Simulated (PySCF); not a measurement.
**C$_{4}$H$_{9}$Al: density, localisation and related maps**

Input

```
{"job": {"kind": "nmr", "xc": "PBE0", "basis": "pcSseg-1"}, "charge": 0, "multiplicity": 1}
C     -1.236298    -0.732070    -0.265392
C     -0.828781     0.122541     0.905852
C     -0.089336     1.383712     0.640384
C      0.641741     0.201381     1.270997
Al     1.814430    -0.616988    -0.099442
H     -2.125745    -0.337830    -0.755803
H     -0.417895    -0.752943    -0.998816
H     -1.437110    -1.755925     0.048643
H     -1.547947     0.124947     1.718477
H     -0.297151     2.257849     1.240362
H      0.130880     1.610363    -0.400084
H      0.819255     0.323545     2.340412
H      2.511388    -1.993557     0.034519
H      2.061891     0.164502    -1.422249
```

Command:

```sh
OMP_NUM_THREADS=1 python probes_run.py task.json out
```

Geometry: GFN2-xTB.

All numbers below come from PBE0/pcSseg-1, SCF density, gas phase, non-relativistic in PySCF.

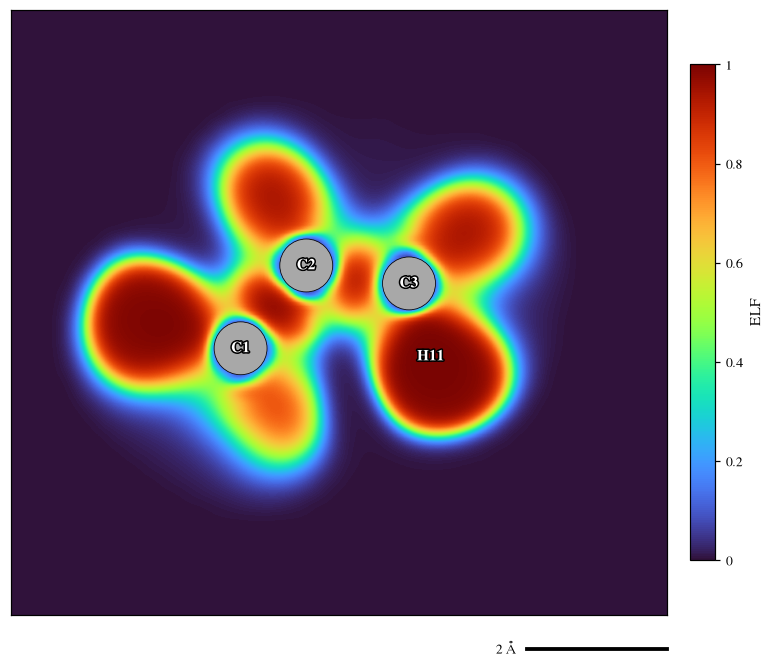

Figure 1. Electron localisation function on the plane of atoms C1, C2 and C3. Grey discs cover the atomic cores.

Q: What does the map show?

A: The section cuts through C and H sites.
C–C (1.49 Å): the ELF peaks at about 0.90 between the atoms; a covalent bond.
C–H (1.09 Å): the ELF climbs to about 1 towards the hydrogen, as it does in any bond to H (an ordinary covalent bond to hydrogen).
C–C (1.51 Å): the ELF peaks at about 0.95 between the atoms: a covalent bond.

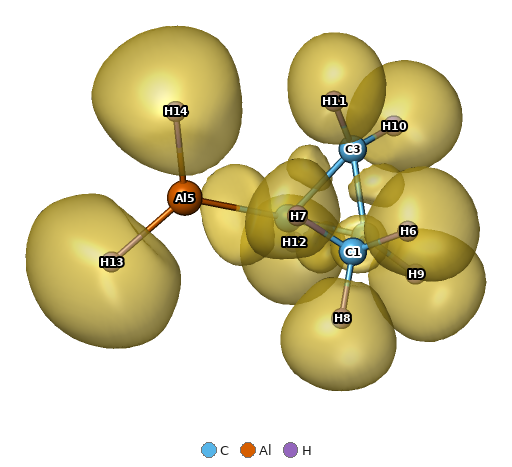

Figure 2. Isosurface of the electron localisation function at 0.8 (yellow), seen at an oblique angle. Core shells and regions of very low density are left out.

Q: Identify the bonds, lone pairs and shells in this picture.

A: The surface consists of one region between bonded Al–C atoms (shared pairs), four regions between bonded C–C atoms (shared pairs) and nine regions around hydrogen nuclei. Profiles from the grid: C–Al (1.98 Å): the ELF peaks at about 0.95 between the atoms; a shared but strongly polarised pair.

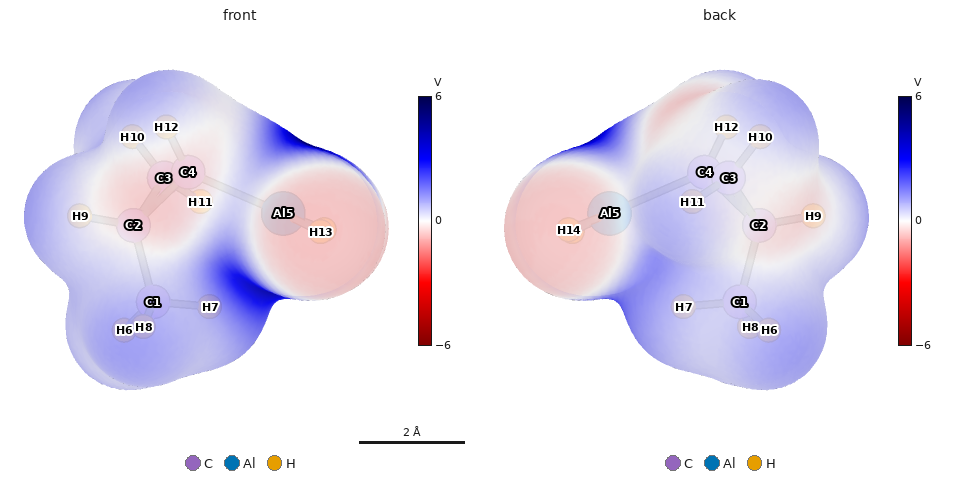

Figure 3. The molecular electrostatic potential painted on the density surface at 0.004 e/bohr³, seen from the front and from behind; the colour scale runs from red (negative) to blue (positive).

Q: Where is the surface potential most negative and most positive?

A: The most negative region (about −0.6 V) lies over H13 and H14, the most positive (about +5.4 V) over Al5.

Q: How polar is the molecule by this calculation?

A: Its dipole moment is 1.18 D.
